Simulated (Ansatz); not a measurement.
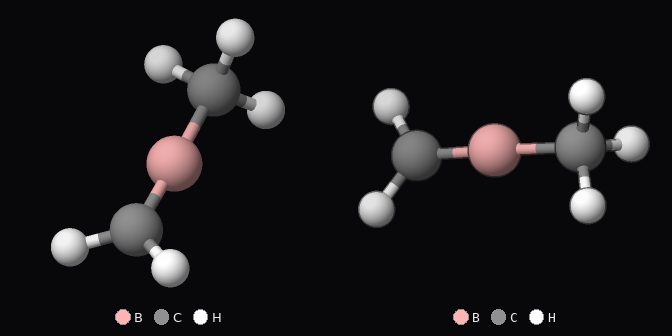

Both panels show the same species.

Question: Count the atoms of each element.

Answer: C2H5B, 8 atoms: 2 carbon, 5 hydrogen and 1 boron.

Question: How many sets of symmetry-equivalent atoms are there?

Answer: 7: 1 B, 1 C, 1 C, 1 H, 1 H, 1 H, 2 H.

The parts below concern this one geometry. Atoms keep their numbers from picture to picture. Computed geometry: PBE0-D4/def2-TZVP optimisation.

## Shape

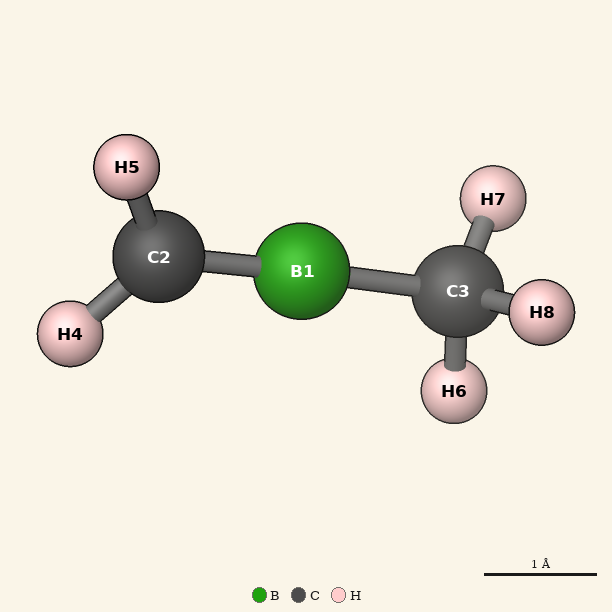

Which atoms are bonded, and how long are the bonds?

| bond | length (Å) |
| --- | --- |
| B1–C2 | 1.380 |
| B1–C3 | 1.524 |
| C2–H4 | 1.086 |
| C2–H5 | 1.085 |
| C3–H6 | 1.098 |
| C3–H7 | 1.092 |
| C3–H8 | 1.092 |

## Electronic properties

Properties computed with RKS BLYP-D4/def2-TZVPP (Ansatz 0.2.0).

Question: Give the dispersion correction at this level.

Answer: −21.8 kJ/mol.

## Charges

The questions are on Mulliken charges. Level of theory: RKS PBE0-D4/def2-TZVP (Ansatz 0.2.0).

Give the Mulliken charges atom by atom.

```csv
atom,value (e)
B1,−0.08
C2,−0.31
C3,−0.39
H4,0.15
H5,0.15
H6,0.16
H7,0.16
H8,0.16
```

## Dipole moment

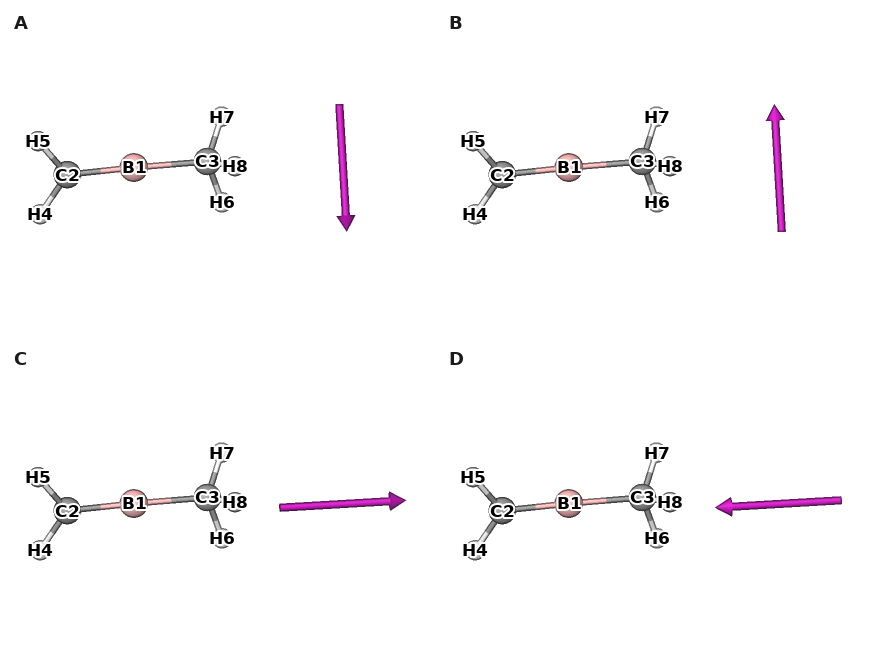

The same molecule four times, each with an arrow. Method: RKS PBE0-D4/def2-TZVP (Ansatz 0.2.0).

Question: Which arrow points along the dipole moment, from the negative to the positive end?

Answer: C. The dipole moment is 1.76 D; it points from the side of H4, H5 to the side of H6, H7, H8 (the outermost atoms at the two ends).

## Vibrations

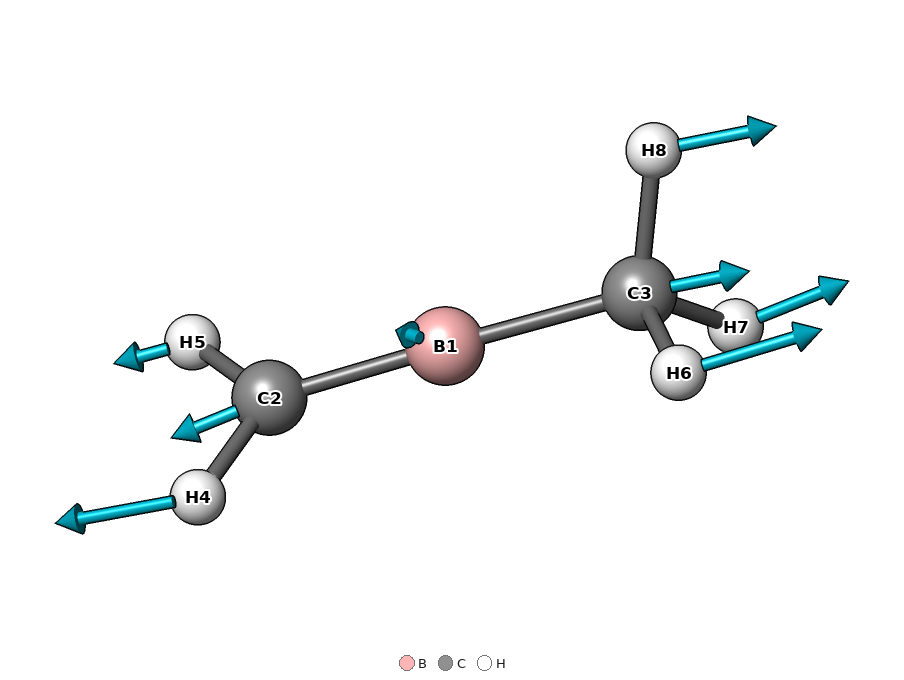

The arrows show one normal mode. Harmonic vibrations computed with RKS PBE0-D4/def2-TZVP (Ansatz 0.2.0) at a stationary point of the same level.

Question: At what wavenumber does it lie?

Answer: 801 cm⁻¹; it is mode 6 of 18 counted from the lowest.

Mulliken values depend strongly on the basis set and can even reverse the polarity of a bond.
